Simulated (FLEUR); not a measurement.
# CrO2: parallel and opposed starts, part 3 of 3

Wanted: the moments of CrO2 and the energy of each order that was tried.

FLEUR MaX-R8.1; LDA (VWN) with U = 3.5 eV on Cr d; all-electron FLAPW, Dirac cores, scalar-relativistic bands.

So far, largest spin moment in the muffin-tin sphere (μB): step 2 (run 1 (ferro ++)) 2.23; step 3 (start 2: antiferro +-) 1.95.

## Step 5: Spin–orbit coupling, moments along [001]

Level of this step: LDA (VWN) with U = 3.5 eV on Cr d; all-electron FLAPW, Dirac cores, scalar-relativistic bands with spin-orbit coupling (FLEUR).

Spin–orbit coupling ties the spins to the lattice and lets orbital moments form.

A new self-consistent run of the start ferro ++, with the moments along z.

File inp.xml:

```
<?xml version="1.0" encoding="UTF-8" standalone="no"?>
<fleurInput fleurInputVersion="0.39">
   <comment>
      CrO2
   </comment>
   <calculationSetup>
      <cutoffs Kmax="4.4" Gmax="13.2" GmaxXC="13.2" numbands="172"/>
      <scfLoop itmax="130" minDistance="0.0001" maxIterBroyd="15" imix="Anderson" alpha="0.05" precondParam="0.0" spinf="2.0" sdNocoIR="T"/>
      <coreElectrons ctail="T" frcor="F" kcrel="0" coretail_lmax="0"/>
      <xcFunctional name="vwn" relativisticCorrections="F"/>
      <magnetism jspins="2"/>
      <soc l_soc="T" theta="0.0" phi="0.0" spav="F"/>
      <expertModes spex="0" secvar="F"/>
      <geometryOptimization l_f="F" forcealpha="1.0" forcemix="BFGS" epsdisp="0.00001" epsforce="0.00001"/>
      <ldaU l_linMix="F" mixParam="0.05" spinf="1.0"/>
   </calculationSetup>
   <cell>
      <bzIntegration valenceElectrons="52.0" mode="hist" fermiSmearingEnergy="0.00183747">
         <kPointListSelection listName="default-1"/>
         <xi:include xmlns:xi="http://www.w3.org/2001/XInclude" href="kpts.xml"> </xi:include>
      </bzIntegration>
      <xi:include xmlns:xi="http://www.w3.org/2001/XInclude" href="sym.xml"> </xi:include>
      <bulkLattice scale="1.0">
         <bravaisMatrix>
            <row-1>    8.3544791968565999     0.0000000000000000     0.0000000000000000</row-1>
            <row-2>    0.0000000000000000     8.3544791968565999     0.0000000000000000</row-2>
            <row-3>    0.0000000000000000     0.0000000000000000     5.5123311054581992</row-3>
         </bravaisMatrix>
      </bulkLattice>
   </cell>
   <atomSpecies>
      <species name="Chromium (3.000" element="Cr" atomicNumber="24">
         <mtSphere radius="2.22" gridPoints="735" logIncrement="0.016"/>
         <atomicCutoffs lmax="8" lnonsphr="6"/>
         <electronConfig flipSpins="F">
            <coreConfig>(1s1/2) (2s1/2) (2p1/2) (2p3/2)</coreConfig>
            <valenceConfig>(3s1/2) (3p1/2) (3p3/2) (4s1/2) (3d3/2) (3d5/2)</valenceConfig>
            <stateOccupation state="(4s1/2)" spinUp="0.5" spinDown="0.5"/>
            <stateOccupation state="(3d3/2)" spinUp="1.0" spinDown="1.0"/>
            <stateOccupation state="(3d5/2)" spinUp="3.0" spinDown="0.0"/>
         </electronConfig>
         <energyParameters s="4" p="4" d="3" f="4"/>
         <ldaU l="2" U="3.5" J="0.0" l_amf="F"/>
         <lo type="SCLO" l="0" n="3" eDeriv="0"/>
         <lo type="SCLO" l="1" n="3" eDeriv="0"/>
      </species>
      <species name="Oxygen (O)" element="O" atomicNumber="8">
         <mtSphere radius="1.25" gridPoints="415" logIncrement="0.025"/>
         <atomicCutoffs lmax="6" lnonsphr="4"/>
         <electronConfig flipSpins="F">
            <coreConfig>(1s1/2)</coreConfig>
            <valenceConfig>(2s1/2) (2p1/2) (2p3/2)</valenceConfig>
            <stateOccupation state="(2p1/2)" spinUp="0.666667" spinDown="0.666667"/>
            <stateOccupation state="(2p3/2)" spinUp="1.333333" spinDown="1.333333"/>
         </electronConfig>
         <energyParameters s="2" p="2" d="3" f="4"/>
      </species>
   </atomSpecies>
   <atomGroups>
      <atomGroup species="Chromium (3.000">
         <relPos label="                   1">.0000000000 .0000000000 .0000000000</relPos>
         <relPos label="                   2">1.000/2.000 1.000/2.000 1.000/2.000</relPos>
         <force calculate="T" relaxXYZ="TTT"/>
      </atomGroup>
      <atomGroup species="Oxygen (O)">
         <relPos label="                   3">.3010000000 .3010000000 .0000000000</relPos>
         <relPos label="                   4">.1990000000 -.1990000000 1.000/2.000</relPos>
         <relPos label="                   5">-.3010000000 -.3010000000 .0000000000</relPos>
         <relPos label="                   6">-.1990000000 .1990000000 1.000/2.000</relPos>
         <force calculate="T" relaxXYZ="TTT"/>
      </atomGroup>
   </atomGroups>
   <output dos="F" band="F" slice="F">
      <bandDOS minEnergy="-.5*Htr" maxEnergy="0.5*Htr" sigma="0.015" storeEVData="T"/>
      <plotting iplot="0" polar="F">
         <plot TwoD="T" vec1="  1.0  0.0  0.0" vec2="  0.0  1.0  0.0" vec3="  0.0  0.0  1.0" zero="  0.0  0.0  0.0" file="plot"/>
      </plotting>
      <moessbauerParams electricFieldGradient="F" isomerShift="F" coreHyperfine="F" valenceHyperfine="F"/>
   </output>
</fleurInput>
```

File crystal.txt:

```
CrO2
&input film=F cartesian=F /
4.42100000000  0.00000000000  0.00000000000
0.00000000000  4.42100000000  0.00000000000
0.00000000000  0.00000000000  2.91700000000
1.8897261246
1.0 1.0 1.0

6
24 0.00000000000  0.00000000000  0.00000000000 : 3.000
24 0.50000000000  0.50000000000  0.50000000000 : 3.000
8 0.30100000000  0.30100000000  0.00000000000
8 0.19900000000  0.80100000000  0.50000000000
8 0.69900000000  0.69900000000  0.00000000000
8 0.80100000000  0.19900000000  0.50000000000

&soc 0.0000000 0.0000000 /
&kpt div1=8 div2=8 div3=8 gamma=T /
```

Command:

```bash
OMP_NUM_THREADS=1 inpgen -f crystal.txt > inpgen.log  # inp.xml is then edited as shown
OMP_NUM_THREADS=1 mpirun -n 4 fleur_MPI > fleur.log
```

What it wrote:

```text
[banner, memory and clock lines left out]
Welcome to FLEUR        (www.flapw.de)
      MaX-Release 8.1          (www.max-centre.eu)

 ========== k-point set info ==========
 Selected k-point list: default-1
 k-point list type: mesh
 0 x 0 x 0
 Number of k points: 92

 [... set-up left out ...]
 no density matrix found ... skipping LDA+U
 Complex matrix made real
 Complex matrix made real
 Reset of history
 Iteration:     1   Distance:      51.08474326 me/bohr^3
 Iteration:     2   Distance:      45.83695577 me/bohr^3
 Iteration:     3   Distance:      38.91434488 me/bohr^3
 Iteration:     4   Distance:      16.42065281 me/bohr^3
 Iteration:     5   Distance:      24.44676741 me/bohr^3
 Iteration:     6   Distance:       9.76872503 me/bohr^3
 Iteration:     7   Distance:       5.23617127 me/bohr^3
 Iteration:     8   Distance:       6.44710725 me/bohr^3
 Iteration:     9   Distance:       1.97722747 me/bohr^3
 Iteration:    10   Distance:       1.34153705 me/bohr^3
 Iteration:    11   Distance:       0.97214226 me/bohr^3
 Iteration:    12   Distance:       0.24770936 me/bohr^3
 Iteration:    13   Distance:       0.10754691 me/bohr^3
 Iteration:    14   Distance:       0.07249516 me/bohr^3
[... lines left out ...]
 Iteration:    20   Distance:       0.00384127 me/bohr^3
 Iteration:    21   Distance:       0.00647071 me/bohr^3
 Iteration:    22   Distance:       0.00222197 me/bohr^3
 Iteration:    23   Distance:       0.00043663 me/bohr^3
 Iteration:    24   Distance:       0.00050691 me/bohr^3
 Iteration:    25   Distance:       0.00016926 me/bohr^3
 Iteration:    26   Distance:       0.00002640 me/bohr^3

 ********************************************************************
 Run finished successfully
 Stop message:
   all done
 ********************************************************************

--- out.xml (last complete iteration) ---
<iteration numberForCurrentRun="   26" overallNumber="   26">
         [... left out ...]
         <bandgap value="0.0785296710" units="eV"/>
         <sumValenceSingleParticleEnergies value="-25.3536326877" units="Htr"/>
         <FermiEnergy value="0.2532070783" units="Htr"/>
         [... left out ...]
         <magneticMomentsInMTSpheres units="muBohr">
            <globalMagMoment atomType="1" vec="0.00000   0.00000   2.22878"/>
            <globalMagMoment atomType="2" vec="0.00000   0.00000  -0.12172"/>
         </magneticMomentsInMTSpheres>
         <orbitalMomentsInMTSpheres units="muBohr">
            <globalMagMoment atomType="1" vec="0.00000   0.00000  -0.05006"/>
            <globalMagMoment atomType="2" vec="0.00000   0.00000  -0.00219"/>
         </orbitalMomentsInMTSpheres>
         [... left out ...]
         <totalEnergy value="    -2396.8260097491" units="Htr">
            <sumOfEigenvalues value="    -1372.3270748572">
               <coreElectrons value="-1346.9734421695"/>
               <valenceElectrons value="-25.3536326877"/>
            </sumOfEigenvalues>
         [... left out ...]
            <freeEnergy value="-2396.8262030831"/>
            <extrapolationTo0K value="-2396.8261064161"/>
         </totalEnergy>
         [... left out ...]
         <ldaUDensityMatrixConvergence>
            <distance spin="1" distance="0.000003"/>
            <distance spin="2" distance="0.000001"/>
         </ldaUDensityMatrixConvergence>
         <densityConvergence units="me/bohr^3">
            <chargeDensity spin="1" distance="0.0000227198"/>
            <chargeDensity spin="2" distance="0.0000129567"/>
            <overallChargeDensity distance="0.0000259049"/>
            <spinDensity distance="0.0000264020"/>
         </densityConvergence>
      </iteration>
```

Wall time 9.8 min (4 MPI ranks of AMD EPYC 7R32 (Zen 2), shared host); peak memory 0.96 GiB.

Spin moment in the muffin-tin sphere by atom:

```csv
atom,spin moment in the muffin-tin sphere (μB)
Cr1,2.23
Cr2,2.23
O3,-0.12
O4,-0.12
O5,-0.12
O6,-0.12
```

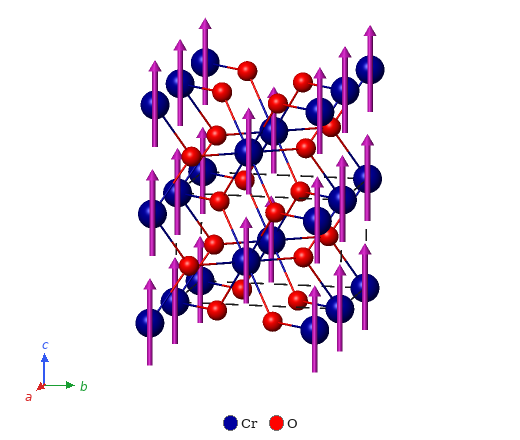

Spin moment in the muffin-tin sphere as arrows, the longest 2.23 μB. Up and down stand for the sign. Arrows give size and sign along the axis of quantisation, drawn up and down the page. 2×1×2 cells are drawn. Some periodic images of atoms are drawn too.

Read from the output:

| Item | Value |
| --- | --- |
| free energy | -65220.9636 eV |
| program's band gap on this mesh (in a metal only a level spacing) | 0.07853 eV |
| magnetization | 4.000 μB |
| final state | ferromagnetic, with opposed induced moments |
| orbital moment along the spin | -0.05006 μB |

Orbital moment in the sphere, along the spin axis by atom:

```
atom  orbital moment in the sphere, along the spin axis (μB)
 Cr1                                                 -0.0501
 Cr2                                                 -0.0501
  O3                                                 -0.0022
  O4                                                 -0.0022
  O5                                                 -0.0022
  O6                                                 -0.0022
```

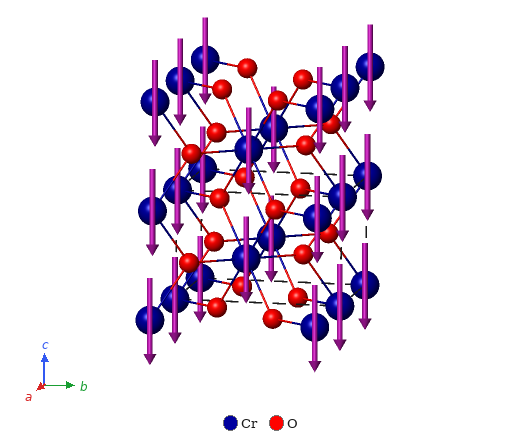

Orbital moment in the sphere, along the spin axis as arrows, the longest 0.0501 μB. Up and down stand for the sign. Arrows give size and sign along the axis of quantisation, drawn up and down the page. 2×1×2 cells are drawn. Some periodic images of atoms are drawn too.

## Step 6: Outcome

```yaml
lowest_state_found: ferromagnetic (typed ferro ++)
largest_site_spin_moment: 2.23 μB
next_finished_state: antiferromagnetic, 188 meV a seeded atom higher
orbital_moment_on_the_atom_of_largest_spin_along_its_spin_spin_orbit_run: -0.0501 μB
```

The lowest state found is ferromagnetic, reached from the start ferro ++, with moments up to 2.23 μB. The next finished state costs 188 meV a seeded atom. The orbital moment is antiparallel to the spin. This is the lowest of 2 finished starts, no proof of the ground state.

[Logs and program files are shortened in this print: banners, set-up blocks, solver, clock and traceback lines can be left out without a mark of their own.]

[Logs are printed without paths, hosts, clocks, repeated set-up lines and the standing remarks that a program may print on its own settings, such as how far it seeks lower states.]

[Hosts, paths, dates, database ids (printed as entryN), source tags and the programs' standing remarks are cut or masked in the printed files.]

[Where a cell is said to come from a database of computed structures, the database is the Materials Project.]
